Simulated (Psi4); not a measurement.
# UMP2/def2-SVPD run of SiNH2F2 (SMILES [NH][SiH](F)F)

What is the energy change on altering one bond length of SiNH2F2 at UMP2/def2-SVPD? The job is set up through a Python script.

The calculation is run with Psi4 1.11.

1 further run of the same task is left out (set aside as unsound or not needed).

## Step 1: Starting point

SiNH2F2 has 6 atoms, charge 0, and is taken as a doublet. As SMILES, `[NH][SiH](F)F`. The shape is that of a PBE0-D4/def2-TZVP optimisation. This is one conformer, not always the lowest.

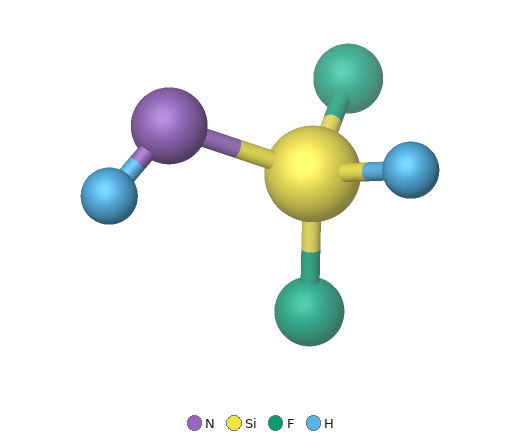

Viewed from a chosen angle; nitrogen purple, silicon yellow, fluorine teal, hydrogen blue.

## Step 2: A single-point energy at UMP2/def2-SVPD

run.py

```python
import psi4

psi4.set_memory('2200 MB')
psi4.set_num_threads(1)
psi4.core.set_output_file('run.log', False)

geom = psi4.geometry("""
0 2
N
Si 1 1.727476
F 2 1.579961 1 107.88634
F 2 1.586993 3 106.4282 1 122.77384
H 1 1.020709 2 116.54767 3 144.56884
H 2 1.472628 3 109.8986 4 118.27165
units angstrom
symmetry c1
""")

psi4.set_options({
    'basis': 'def2-SVPD',
    'reference': 'uhf',
    'puream': True,
    'e_convergence': 1e-09,
    'd_convergence': 1e-08,
    'scf_type': 'pk',
    'num_frozen_docc': 8,
    'mp2_type': 'conv',
    'maxiter': 100,
})

energy_value = psi4.energy('mp2')
print('E =', round(energy_value, 9))
```

Started as:

```bash
$ python run.py
```

run.log:

```text
[...]
  Running in c1 symmetry.
[...]
  Nuclear repulsion =  175.745952744507747
[...]
  Multiplicity = 2
[...]
  Nalpha       = 21
  Nbeta        = 20
[...]
    Number of basis functions: 106
[...]
   @UHF iter   1:  -543.10600818821547   -9.58313e-01   4.69490e-03 ADIIS/DIIS
[...]
   @UHF iter  19:  -543.24949916370088   -2.04636e-12   5.19779e-09 DIIS
[...]
   @S^2 Observed:                7.584252570E-01
[...]
    Orbital Energies [Eh]
    ---------------------
    Alpha Occupied:
       1A    -68.876417     2A    -26.312161     3A    -26.307819
       4A    -15.616378     5A     -6.230615     6A     -4.344090
       7A     -4.342777     8A     -4.341205     9A     -1.601732
      10A     -1.580121    11A     -1.171810    12A     -0.810373
      13A     -0.738626    14A     -0.719386    15A     -0.713960
      16A     -0.681326    17A     -0.664608    18A     -0.653812
      19A     -0.578246    20A     -0.527892    21A     -0.500463
    Alpha Virtual:
      22A      0.088082    23A      0.132084    24A      0.140617
      25A      0.158195    26A      0.183253    27A      0.186607
[...]
  @UHF Final Energy:  -543.24949916370088
   => Energetics <=
    Nuclear Repulsion Energy =            175.7459527445077470
    One-Electron Energy =               -1104.1423282362952705
    Two-Electron Energy =                 385.1468763280865915
    Total Energy =                       -543.2494991637008752
  UHF NO Occupations:
  HONO-2 :   19  A 1.9993477
  HONO-1 :   20  A 1.9972201
[...]
 Multipole Moments:
 ------------------------------------------------------------------------------------
     Multipole            Electronic (a.u.)      Nuclear  (a.u.)        Total (a.u.)
 ------------------------------------------------------------------------------------
 L = 1.  Multiply by 2.5417464519 to convert [e a0] to [Debye]
 Dipole X            :         -1.7460765            1.8490650            0.1029885
 Dipole Y            :         -1.3640402            2.1156366            0.7515964
 Dipole Z            :          2.3359870           -2.6554614           -0.3194744
 Magnitude           :                                                    0.8231449
[...]
	SCS-MP2 Total Energy (a.u.)        :  -543.85554381241525
	SOS-MP2 Total Energy (a.u.)        :  -543.84686182146334
	SCSN-MP2 Total Energy (a.u.)       :  -543.53796121692574
[...]
	SOS-PI-MP2 Total Energy (a.u.)     :  -543.89281279513739
[...]
	MP2 Total Energy (a.u.)            :  -543.87290779431896
[...]
```

On the terminal:

```text
E = -543.872907794
```

It took 18 s on 1 thread of AMD EPYC 7R43 (Zen 3), shared host; peak memory 0.7 GiB.

## Step 3: The distorted shape

job.py

```python
import psi4

psi4.set_memory('2200 MB')
psi4.set_num_threads(1)
psi4.set_output_file('output.dat', False)

m = psi4.geometry("""
0 2
N     -0.83633042     2.28775536    -1.55032942
Si    -0.43306287    -0.06797723     0.67331131
F      2.98331063    -1.77898817    -0.00888171
F     -2.50533654    -2.23228056     0.54934527
H     -2.63610558     2.58066291    -2.17923028
H     -0.43457465     1.06396872     3.21555986
units bohr
symmetry c1
""")

options = {'basis': 'def2-SVPD', 'reference': 'uhf', 'puream': True, 'e_convergence': 1e-09, 'd_convergence': 1e-08, 'scf_type': 'pk', 'num_frozen_docc': 8, 'mp2_type': 'conv', 'maxiter': 100}
psi4.set_options(options)

e = psi4.energy("mp2")
print(f'total energy {e:.8f} hartree = {e * 27.211386:.5f} eV')
```

Started as:

```bash
$ python job.py
```

output.dat:

```text
[...]
  Running in c1 symmetry.
[...]
  Nuclear repulsion =  161.757783652763010
[...]
  Multiplicity = 2
[...]
  Nalpha       = 21
  Nbeta        = 20
[...]
    Number of basis functions: 106
[...]
   @UHF iter   1:  -543.00977638491281   -1.26681e+00   5.17081e-03 DIIS/ADIIS
[...]
   @UHF iter  21:  -543.17754587812726   -4.43379e-12   4.76161e-09 DIIS
[...]
   @S^2 Observed:                7.586442266E-01
[...]
    Orbital Energies [Eh]
    ---------------------
    Alpha Occupied:
       1A    -68.928674     2A    -26.340623     3A    -26.239453
       4A    -15.642844     5A     -6.276078     6A     -4.389311
       7A     -4.387206     8A     -4.386962     9A     -1.618125
      10A     -1.451625    11A     -1.196145    12A     -0.812478
      13A     -0.724796    14A     -0.719500    15A     -0.717196
      16A     -0.620533    17A     -0.597684    18A     -0.577888
      19A     -0.573711    20A     -0.544573    21A     -0.524502
    Alpha Virtual:
      22A      0.078084    23A      0.094283    24A      0.121254
      25A      0.138161    26A      0.175376    27A      0.188316
[...]
  @UHF Final Energy:  -543.17754587812726
   => Energetics <=
    Nuclear Repulsion Energy =            161.7577836527630097
    One-Electron Energy =               -1076.1399170812794637
    Two-Electron Energy =                 371.2045875503891921
    Total Energy =                       -543.1775458781272619
  UHF NO Occupations:
  HONO-2 :   19  A 1.9993561
  HONO-1 :   20  A 1.9971752
[...]
 Multipole Moments:
 ------------------------------------------------------------------------------------
     Multipole            Electronic (a.u.)      Nuclear  (a.u.)        Total (a.u.)
 ------------------------------------------------------------------------------------
 L = 1.  Multiply by 2.5417464519 to convert [e a0] to [Debye]
 Dipole X            :          0.2635730           -1.7648215           -1.5012485
 Dipole Y            :         -2.8704327            3.8081377            0.9377050
 Dipole Z            :          0.0528039            0.2540723            0.3068762
 Magnitude           :                                                    1.7964439
[...]
	SCS-MP2 Total Energy (a.u.)        :  -543.79974982487579
	SOS-MP2 Total Energy (a.u.)        :  -543.74371779302419
	SCSN-MP2 Total Energy (a.u.)       :  -543.47339500630358
[...]
	SOS-PI-MP2 Total Energy (a.u.)     :  -543.83807977884032
[...]
	MP2 Total Energy (a.u.)            :  -543.81745190276274
[...]
```

On the terminal:

```text
total energy -543.81745190 hartree = -14798.02660 eV
```

Run time: 17 s. Hardware: 1 thread of AMD EPYC 7R43 (Zen 3), shared host; peak memory 0.7 GiB.

## Step 4: Results

Level: UMP2/def2-SVPD, 8 core orbitals frozen.

| quantity | value |
| --- | --- |
| first shape: total energy | -543.87291 Eh |
| first shape: HOMO energy (Hartree–Fock orbitals) (highest over α and β) | -12.61 eV |
| first shape: LUMO energy (Hartree–Fock orbitals) (lowest over α and β) | 0.85 eV |
| first shape: correlation energy (8 core orbitals frozen) | -623.4 mEh |
| first shape: ⟨S²⟩ of the reference determinant | 0.758 |
| distorted shape: total energy | -543.81745 Eh |
| distorted shape: HOMO energy (Hartree–Fock orbitals) (highest over α and β) | -13.24 eV |
| distorted shape: LUMO energy (Hartree–Fock orbitals) (lowest over α and β) | 0.16 eV |
| distorted shape: correlation energy (8 core orbitals frozen) | -639.9 mEh |
| distorted shape: ⟨S²⟩ of the reference determinant | 0.759 |
| energy change with the Si2–F3 bond stretched from 1.580 to 2.054 Å | 1.509 eV |

With the Si2–F3 bond stretched from 1.580 to 2.054 Å the energy rises by 1.51 eV (146 kJ/mol). The first shape isn't relaxed at this level, so the change isn't measured from a minimum.
